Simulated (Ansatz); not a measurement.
## Molecular dynamics, with input and output: BSiH6F (part 1 of 3)

The run: molecular dynamics of BSiH6F. Method and program: RKS B3LYP-D4/def2-TZVP (Ansatz 0.2.0).

It belongs to a series of runs on one base structure; here: dynamics from the highest image of the converged band. Figures and captions count atoms from 1; the log counts them from 0 in places.

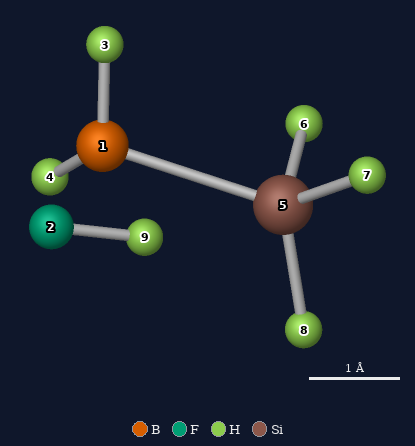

Fig. 1: The starting structure (ball-and-stick view, seen at a tilt; atoms are numbered from 1 in the order of the input).

## Summary

```json
{"quantity": "outcome", "value": "finished"}
{"quantity": "mean temperature over the second half", "value": "628 K"}
{"quantity": "trajectory", "value": "200 steps, 100 fs"}
{"quantity": "ensemble", "value": "nve"}
{"quantity": "temperature in the input", "value": "300.0 K"}
{"quantity": "time step", "value": "0.5 fs"}
{"quantity": "potential energy (last step)", "value": "−11369.8720 eV"}
{"quantity": "mean-field energy (last step)", "value": "−11369.7059 eV"}
{"quantity": "largest force (length of the vector) (last step)", "value": "2.276 eV/Å"}
{"quantity": "hardware", "value": "4 threads of Arm Neoverse V1, 24 GiB of memory available, shared host"}
{"quantity": "wall time", "value": "3.8 min (CPU time 14 min)"}
{"quantity": "peak memory", "value": "0.23 GiB"}
```

So short a trajectory is not equilibrated.

## The input
```yaml
crystal:
  periodic: [false, false, false]
  atoms:
    - { symbol: B, position_ang: [-0.122802, -0.275694, 0.119563] }
    - { symbol: F, position_ang: [0.309764, 0.625036, 1.472069] }
    - { symbol: H, position_ang: [0.689679, -0.070068, -0.720828] }
    - { symbol: H, position_ang: [-1.281597, -0.101499, -0.0688] }
    - { symbol: Si, position_ang: [0.130003, -2.295411, 0.782088] }
    - { symbol: H, position_ang: [-0.302415, -2.829997, -0.531589] }
    - { symbol: H, position_ang: [1.508207, -2.757366, 1.070437] }
    - { symbol: H, position_ang: [-0.781165, -2.794815, 1.838778] }
    - { symbol: H, position_ang: [0.334624, -0.484588, 1.495681] }
basis:
  gaussian: { orbitals: def2-TZVP }
hamiltonian:
  xc: b3lyp
  dispersion: d4
md:
  timestep: 0.5
  n_steps: 200
  ensemble: nve
  temperature: 300.0
  initial_velocities: maxwell_boltzmann
  seed: 11512
```

Run as:
```bash
ansatz run input.yaml --threads 4 --pin off --max-ram 5120MiB --backend cpu --events-out ev --progress --plain --runs-dir out
```

## Output
```
Engine: ansatz 0.2.0, aarch64-unknown-linux-gnu
Functional definition: B3LYP
  parameter a0 = 0.2
  parameter ax = 0.72
  parameter ac = 0.81
  exchange = (1 - a0 - ax)*slater_x + ax*b88_x + a0*exact_x
  correlation = (1 - ac)*vwn_rpa_c + ac*lyp_c
850 factors; their error is unknown
mean field evaluation 1: about -11367.3780 eV, gradient 2.9e1 eV
mean field evaluation 2: about -11367.4114 eV, gradient 3.2e1 eV
mean field evaluation 4: about -11369.3671 eV, gradient 2.4e0 eV
mean field evaluation 8: about -11369.3767 eV, gradient 7.3e-2 eV
mean field evaluation 16: about -11369.4062 eV, gradient 1.4e-5 eV
mean field -11369.40617703 eV, -417.8179705457 hartree, gradient 1.4e-5 eV, S^2 0.000000; 0 other end points of the search recorded, 0 dependent functions left out
the calculation of the forces begins
reference -11369.40643219 eV, -417.8179799224 hartree; 17, 17 occupied and 118, 118 virtual orbitals, 850 factors
md step     0: t =     0.00 fs  T =   300.0 K  F+E_penalty+E_count = -11369.60785386 eV  E_kin = 0.271446 eV  conserved = -11369.33640786 eV  (26 SCF iters)
these checks for a lower state are left out or cut short: starts, cluster_reference, orbital_swaps, neighbouring_geometries, increment
850 factors; their error is unknown
mean field -11369.39705888 eV, -417.8176354597 hartree, gradient 7.2e-6 eV, S^2 0.000000; 0 other end points of the search recorded, 0 dependent functions left out
the calculation of the forces begins
reference -11369.39731381 eV, -417.8176448281 hartree; 17, 17 occupied and 118, 118 virtual orbitals, 850 factors
md step     1: t =     0.50 fs  T =   290.1 K  F+E_penalty+E_count = -11369.59892616 eV  E_kin = 0.262462 eV  conserved = -11369.33646452 eV  (31 SCF iters, 3 dispersion substeps)
[... from here on the SCF iterations and repeated set-up lines of each step are left out, up to the last step ...]
md step     2: t =     1.00 fs  T =   261.1 K  F+E_penalty+E_count = -11369.57254041 eV  E_kin = 0.236257 eV  conserved = -11369.33628369 eV  (31 SCF iters, 3 dispersion substeps)
md step     3: t =     1.50 fs  T =   217.0 K  F+E_penalty+E_count = -11369.53222141 eV  E_kin = 0.196375 eV  conserved = -11369.33584595 eV  (31 SCF iters, 3 dispersion substeps)
md step     4: t =     2.00 fs  T =   166.0 K  F+E_penalty+E_count = -11369.48538681 eV  E_kin = 0.150166 eV  conserved = -11369.33522096 eV  (32 SCF iters, 3 dispersion substeps)
md step     5: t =     2.50 fs  T =   118.9 K  F+E_penalty+E_count = -11369.44215319 eV  E_kin = 0.107574 eV  conserved = -11369.33457909 eV  (32 SCF iters, 3 dispersion substeps)
md step     6: t =     3.00 fs  T =    86.8 K  F+E_penalty+E_count = -11369.41267228 eV  E_kin = 0.078530 eV  conserved = -11369.33414184 eV  (32 SCF iters, 3 dispersion substeps)
md step     7: t =     3.50 fs  T =    77.0 K  F+E_penalty+E_count = -11369.40378037 eV  E_kin = 0.069703 eV  conserved = -11369.33407719 eV  (32 SCF iters, 3 dispersion substeps)
md step     8: t =     4.00 fs  T =    90.7 K  F+E_penalty+E_count = -11369.41649612 eV  E_kin = 0.082092 eV  conserved = -11369.33440445 eV  (32 SCF iters, 3 dispersion substeps)
md step     9: t =     4.50 fs  T =   122.4 K  F+E_penalty+E_count = -11369.44573184 eV  E_kin = 0.110748 eV  conserved = -11369.33498368 eV  (32 SCF iters, 3 dispersion substeps)
md step    10: t =     5.00 fs  T =   162.2 K  F+E_penalty+E_count = -11369.48237349 eV  E_kin = 0.146776 eV  conserved = -11369.33559746 eV  (33 SCF iters, 3 dispersion substeps)
md step    11: t =     5.50 fs  T =   199.5 K  F+E_penalty+E_count = -11369.51655313 eV  E_kin = 0.180493 eV  conserved = -11369.33606052 eV  (32 SCF iters, 3 dispersion substeps)
md step    12: t =     6.00 fs  T =   225.7 K  F+E_penalty+E_count = -11369.54051793 eV  E_kin = 0.204235 eV  conserved = -11369.33628326 eV  (31 SCF iters, 3 dispersion substeps)
md step    13: t =     6.50 fs  T =   236.3 K  F+E_penalty+E_count = -11369.55011959 eV  E_kin = 0.213849 eV  conserved = -11369.33627046 eV  (32 SCF iters, 3 dispersion substeps)
md step    14: t =     7.00 fs  T =   230.8 K  F+E_penalty+E_count = -11369.54487691 eV  E_kin = 0.208793 eV  conserved = -11369.33608345 eV  (32 SCF iters, 3 dispersion substeps)
md step    15: t =     7.50 fs  T =   211.5 K  F+E_penalty+E_count = -11369.52713258 eV  E_kin = 0.191333 eV  conserved = -11369.33579909 eV  (31 SCF iters, 3 dispersion substeps)
md step    16: t =     8.00 fs  T =   182.8 K  F+E_penalty+E_count = -11369.50090339 eV  E_kin = 0.165419 eV  conserved = -11369.33548448 eV  (26 SCF iters, 3 dispersion substeps)
md step    17: t =     8.50 fs  T =   149.9 K  F+E_penalty+E_count = -11369.47082653 eV  E_kin = 0.135639 eV  conserved = -11369.33518749 eV  (31 SCF iters, 3 dispersion substeps)
md step    18: t =     9.00 fs  T =   117.6 K  F+E_penalty+E_count = -11369.44138139 eV  E_kin = 0.106445 eV  conserved = -11369.33493663 eV  (31 SCF iters, 3 dispersion substeps)
md step    19: t =     9.50 fs  T =    90.3 K  F+E_penalty+E_count = -11369.41641028 eV  E_kin = 0.081664 eV  conserved = -11369.33474592 eV  (31 SCF iters, 3 dispersion substeps)
md step    20: t =    10.00 fs  T =    71.0 K  F+E_penalty+E_count = -11369.39887142 eV  E_kin = 0.064251 eV  conserved = -11369.33462015 eV  (32 SCF iters, 3 dispersion substeps)
md step    21: t =    10.50 fs  T =    62.1 K  F+E_penalty+E_count = -11369.39073803 eV  E_kin = 0.056179 eV  conserved = -11369.33455897 eV  (32 SCF iters, 3 dispersion substeps)
md step    22: t =    11.00 fs  T =    64.6 K  F+E_penalty+E_count = -11369.39298103 eV  E_kin = 0.058422 eV  conserved = -11369.33455940 eV  (31 SCF iters, 3 dispersion substeps)
md step    23: t =    11.50 fs  T =    78.4 K  F+E_penalty+E_count = -11369.40559994 eV  E_kin = 0.070982 eV  conserved = -11369.33461786 eV  (31 SCF iters, 3 dispersion substeps)
md step    24: t =    12.00 fs  T =   102.7 K  F+E_penalty+E_count = -11369.42767470 eV  E_kin = 0.092943 eV  conserved = -11369.33473137 eV  (31 SCF iters, 3 dispersion substeps)
md step    25: t =    12.50 fs  T =   135.4 K  F+E_penalty+E_count = -11369.45741830 eV  E_kin = 0.122520 eV  conserved = -11369.33489799 eV  (31 SCF iters, 3 dispersion substeps)
md step    26: t =    13.00 fs  T =   173.6 K  F+E_penalty+E_count = -11369.49222343 eV  E_kin = 0.157108 eV  conserved = -11369.33511591 eV  (31 SCF iters, 3 dispersion substeps)
md step    27: t =    13.50 fs  T =   213.7 K  F+E_penalty+E_count = -11369.52871985 eV  E_kin = 0.193340 eV  conserved = -11369.33538026 eV  (30 SCF iters, 3 dispersion substeps)
md step    28: t =    14.00 fs  T =   251.1 K  F+E_penalty+E_count = -11369.56289226 eV  E_kin = 0.227215 eV  conserved = -11369.33567719 eV  (30 SCF iters, 3 dispersion substeps)
md step    29: t =    14.50 fs  T =   281.1 K  F+E_penalty+E_count = -11369.59034530 eV  E_kin = 0.254369 eV  conserved = -11369.33597612 eV  (30 SCF iters, 3 dispersion substeps)
md step    30: t =    15.00 fs  T =   299.1 K  F+E_penalty+E_count = -11369.60682416 eV  E_kin = 0.270601 eV  conserved = -11369.33622324 eV  (30 SCF iters, 3 dispersion substeps)
md step    31: t =    15.50 fs  T =   301.4 K  F+E_penalty+E_count = -11369.60906793 eV  E_kin = 0.272724 eV  conserved = -11369.33634357 eV  (30 SCF iters, 3 dispersion substeps)
md step    32: t =    16.00 fs  T =   287.0 K  F+E_penalty+E_count = -11369.59593827 eV  E_kin = 0.259678 eV  conserved = -11369.33626074 eV  (30 SCF iters, 3 dispersion substeps)
md step    33: t =    16.50 fs  T =   258.2 K  F+E_penalty+E_count = -11369.56951335 eV  E_kin = 0.233580 eV  conserved = -11369.33593374 eV  (27 SCF iters, 3 dispersion substeps)
md step    34: t =    17.00 fs  T =   221.2 K  F+E_penalty+E_count = -11369.53557987 eV  E_kin = 0.200178 eV  conserved = -11369.33540213 eV  (31 SCF iters, 3 dispersion substeps)
md step    35: t =    17.50 fs  T =   185.8 K  F+E_penalty+E_count = -11369.50289216 eV  E_kin = 0.168087 eV  conserved = -11369.33480532 eV  (31 SCF iters, 3 dispersion substeps)
md step    36: t =    18.00 fs  T =   162.0 K  F+E_penalty+E_count = -11369.48096749 eV  E_kin = 0.146621 eV  conserved = -11369.33434632 eV  (31 SCF iters, 3 dispersion substeps)
md step    37: t =    18.50 fs  T =   157.8 K  F+E_penalty+E_count = -11369.47700525 eV  E_kin = 0.142804 eV  conserved = -11369.33420081 eV  (31 SCF iters, 3 dispersion substeps)
md step    38: t =    19.00 fs  T =   175.6 K  F+E_penalty+E_count = -11369.49328047 eV  E_kin = 0.158859 eV  conserved = -11369.33442157 eV  (31 SCF iters, 3 dispersion substeps)
md step    39: t =    19.50 fs  T =   211.6 K  F+E_penalty+E_count = -11369.52638753 eV  E_kin = 0.191481 eV  conserved = -11369.33490687 eV  (31 SCF iters, 3 dispersion substeps)
md step    40: t =    20.00 fs  T =   257.9 K  F+E_penalty+E_count = -11369.56877331 eV  E_kin = 0.233315 eV  conserved = -11369.33545848 eV  (31 SCF iters, 3 dispersion substeps)
md step    41: t =    20.50 fs  T =   304.8 K  F+E_penalty+E_count = -11369.61171213 eV  E_kin = 0.275826 eV  conserved = -11369.33588622 eV  (30 SCF iters, 3 dispersion substeps)
md step    42: t =    21.00 fs  T =   344.9 K  F+E_penalty+E_count = -11369.64820187 eV  E_kin = 0.312115 eV  conserved = -11369.33608717 eV  (30 SCF iters, 3 dispersion substeps)
md step    43: t =    21.50 fs  T =   374.1 K  F+E_penalty+E_count = -11369.67459669 eV  E_kin = 0.338534 eV  conserved = -11369.33606274 eV  (30 SCF iters, 3 dispersion substeps)
md step    44: t =    22.00 fs  T =   392.1 K  F+E_penalty+E_count = -11369.69068168 eV  E_kin = 0.354795 eV  conserved = -11369.33588708 eV  (30 SCF iters, 3 dispersion substeps)
md step    45: t =    22.50 fs  T =   401.1 K  F+E_penalty+E_count = -11369.69862589 eV  E_kin = 0.362967 eV  conserved = -11369.33565912 eV  (29 SCF iters, 3 dispersion substeps)
md step    46: t =    23.00 fs  T =   404.6 K  F+E_penalty+E_count = -11369.70151096 eV  E_kin = 0.366046 eV  conserved = -11369.33546499 eV  (29 SCF iters, 3 dispersion substeps)
md step    47: t =    23.50 fs  T =   405.2 K  F+E_penalty+E_count = -11369.70202542 eV  E_kin = 0.366672 eV  conserved = -11369.33535384 eV  (29 SCF iters, 3 dispersion substeps)
md step    48: t =    24.00 fs  T =   404.9 K  F+E_penalty+E_count = -11369.70171563 eV  E_kin = 0.366391 eV  conserved = -11369.33532435 eV  (29 SCF iters, 3 dispersion substeps)
md step    49: t =    24.50 fs  T =   404.2 K  F+E_penalty+E_count = -11369.70100938 eV  E_kin = 0.365688 eV  conserved = -11369.33532152 eV  (29 SCF iters, 3 dispersion substeps)
md step    50: t =    25.00 fs  T =   403.2 K  F+E_penalty+E_count = -11369.70003943 eV  E_kin = 0.364783 eV  conserved = -11369.33525637 eV  (29 SCF iters, 3 dispersion substeps)
md step    51: t =    25.50 fs  T =   403.3 K  F+E_penalty+E_count = -11369.69994490 eV  E_kin = 0.364886 eV  conserved = -11369.33505877 eV  (28 SCF iters, 3 dispersion substeps)
md step    52: t =    26.00 fs  T =   407.9 K  F+E_penalty+E_count = -11369.70383271 eV  E_kin = 0.369081 eV  conserved = -11369.33475203 eV  (30 SCF iters, 3 dispersion substeps)
md step    53: t =    26.50 fs  T =   422.0 K  F+E_penalty+E_count = -11369.71633575 eV  E_kin = 0.381852 eV  conserved = -11369.33448355 eV  (30 SCF iters, 3 dispersion substeps)
md step    54: t =    27.00 fs  T =   449.8 K  F+E_penalty+E_count = -11369.74140793 eV  E_kin = 0.406966 eV  conserved = -11369.33444181 eV  (30 SCF iters, 3 dispersion substeps)
md step    55: t =    27.50 fs  T =   491.7 K  F+E_penalty+E_count = -11369.77960783 eV  E_kin = 0.444907 eV  conserved = -11369.33470101 eV  (30 SCF iters, 3 dispersion substeps)
md step    56: t =    28.00 fs  T =   543.7 K  F+E_penalty+E_count = -11369.82707029 eV  E_kin = 0.491920 eV  conserved = -11369.33515078 eV  (30 SCF iters, 3 dispersion substeps)
md step    57: t =    28.50 fs  T =   598.5 K  F+E_penalty+E_count = -11369.87713225 eV  E_kin = 0.541539 eV  conserved = -11369.33559290 eV  (30 SCF iters, 3 dispersion substeps)
md step    58: t =    29.00 fs  T =   649.2 K  F+E_penalty+E_count = -11369.92325820 eV  E_kin = 0.587367 eV  conserved = -11369.33589168 eV  (31 SCF iters, 3 dispersion substeps)
md step    59: t =    29.50 fs  T =   690.8 K  F+E_penalty+E_count = -11369.96111171 eV  E_kin = 0.625079 eV  conserved = -11369.33603291 eV  (29 SCF iters, 3 dispersion substeps)
md step    60: t =    30.00 fs  T =   721.4 K  F+E_penalty+E_count = -11369.98885078 eV  E_kin = 0.652772 eV  conserved = -11369.33607890 eV  (28 SCF iters, 3 dispersion substeps)
md step    61: t =    30.50 fs  T =   740.6 K  F+E_penalty+E_count = -11370.00622921 eV  E_kin = 0.670133 eV  conserved = -11369.33609591 eV  (28 SCF iters, 3 dispersion substeps)
md step    62: t =    31.00 fs  T =   748.7 K  F+E_penalty+E_count = -11370.01356254 eV  E_kin = 0.677452 eV  conserved = -11369.33611075 eV  (28 SCF iters, 3 dispersion substeps)
md step    63: t =    31.50 fs  T =   746.2 K  F+E_penalty+E_count = -11370.01124682 eV  E_kin = 0.675143 eV  conserved = -11369.33610393 eV  (28 SCF iters, 3 dispersion substeps)
md step    64: t =    32.00 fs  T =   733.8 K  F+E_penalty+E_count = -11369.99996866 eV  E_kin = 0.663941 eV  conserved = -11369.33602749 eV  (29 SCF iters, 3 dispersion substeps)
md step    65: t =    32.50 fs  T =   713.4 K  F+E_penalty+E_count = -11369.98135383 eV  E_kin = 0.645518 eV  conserved = -11369.33583573 eV  (29 SCF iters, 3 dispersion substeps)
md step    66: t =    33.00 fs  T =   688.6 K  F+E_penalty+E_count = -11369.95860740 eV  E_kin = 0.623092 eV  conserved = -11369.33551532 eV  (29 SCF iters, 3 dispersion substeps)
md step    67: t =    33.50 fs  T =   664.9 K  F+E_penalty+E_count = -11369.93669630 eV  E_kin = 0.601592 eV  conserved = -11369.33510454 eV  (29 SCF iters, 3 dispersion substeps)
md step    68: t =    34.00 fs  T =   648.8 K  F+E_penalty+E_count = -11369.92177906 eV  E_kin = 0.587082 eV  conserved = -11369.33469696 eV  (29 SCF iters, 3 dispersion substeps)
md step    69: t =    34.50 fs  T =   646.9 K  F+E_penalty+E_count = -11369.91979607 eV  E_kin = 0.585362 eV  conserved = -11369.33443455 eV  (29 SCF iters, 3 dispersion substeps)
md step    70: t =    35.00 fs  T =   663.0 K  F+E_penalty+E_count = -11369.93433409 eV  E_kin = 0.599861 eV  conserved = -11369.33447286 eV  (29 SCF iters, 3 dispersion substeps)
md step    71: t =    35.50 fs  T =   695.7 K  F+E_penalty+E_count = -11369.96433929 eV  E_kin = 0.629447 eV  conserved = -11369.33489196 eV  (25 SCF iters, 3 dispersion substeps)
md step    72: t =    36.00 fs  T =   737.6 K  F+E_penalty+E_count = -11370.00303126 eV  E_kin = 0.667440 eV  conserved = -11369.33559147 eV  (29 SCF iters, 3 dispersion substeps)
md step    73: t =    36.50 fs  T =   777.2 K  F+E_penalty+E_count = -11370.03948163 eV  E_kin = 0.703183 eV  conserved = -11369.33629895 eV  (29 SCF iters, 3 dispersion substeps)
md step    74: t =    37.00 fs  T =   802.3 K  F+E_penalty+E_count = -11370.06268625 eV  E_kin = 0.725958 eV  conserved = -11369.33672835 eV  (29 SCF iters, 3 dispersion substeps)
md step    75: t =    37.50 fs  T =   805.8 K  F+E_penalty+E_count = -11370.06584814 eV  E_kin = 0.729098 eV  conserved = -11369.33674965 eV  (29 SCF iters, 3 dispersion substeps)
md step    76: t =    38.00 fs  T =   786.9 K  F+E_penalty+E_count = -11370.04841855 eV  E_kin = 0.711997 eV  conserved = -11369.33642180 eV  (29 SCF iters, 3 dispersion substeps)
md step    77: t =    38.50 fs  T =   750.9 K  F+E_penalty+E_count = -11370.01530644 eV  E_kin = 0.679396 eV  conserved = -11369.33591062 eV  (30 SCF iters, 3 dispersion substeps)
md step    78: t =    39.00 fs  T =   706.2 K  F+E_penalty+E_count = -11369.97437969 eV  E_kin = 0.638988 eV  conserved = -11369.33539138 eV  (28 SCF iters, 3 dispersion substeps)
md step    79: t =    39.50 fs  T =   661.7 K  F+E_penalty+E_count = -11369.93371516 eV  E_kin = 0.598721 eV  conserved = -11369.33499459 eV  (29 SCF iters, 3 dispersion substeps)
md step    80: t =    40.00 fs  T =   624.1 K  F+E_penalty+E_count = -11369.89948853 eV  E_kin = 0.564698 eV  conserved = -11369.33479043 eV  (28 SCF iters, 3 dispersion substeps)
md step    81: t =    40.50 fs  T =   596.8 K  F+E_penalty+E_count = -11369.87481320 eV  E_kin = 0.540025 eV  conserved = -11369.33478835 eV  (30 SCF iters, 3 dispersion substeps)
md step    82: t =    41.00 fs  T =   579.8 K  F+E_penalty+E_count = -11369.85958087 eV  E_kin = 0.524645 eV  conserved = -11369.33493634 eV  (29 SCF iters, 3 dispersion substeps)
md step    83: t =    41.50 fs  T =   570.5 K  F+E_penalty+E_count = -11369.85131346 eV  E_kin = 0.516189 eV  conserved = -11369.33512413 eV  (30 SCF iters, 3 dispersion substeps)
```
